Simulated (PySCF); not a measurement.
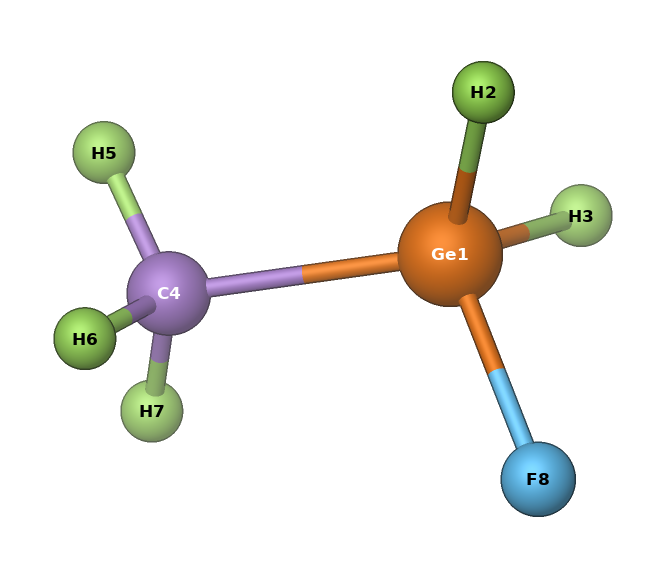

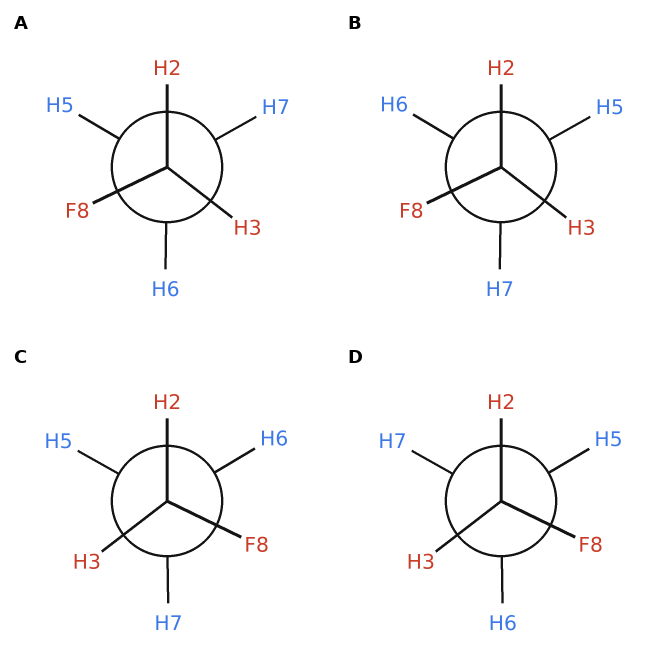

Depth is shown by fading: the farther an atom, the more it takes the colour of the background. Bonds that would overlap in a projection are set slightly apart. The geometry was computed by an optimisation with PBE0-D3(BJ)/def2-SVP. No frequency run is at hand to confirm it as a minimum.

> Which Newman projection shows the view along Ge1–C4, with Ge1 in front?

B. The torsion angle F8–Ge1–C4–H5 is 177°, antiperiplanar (anti).
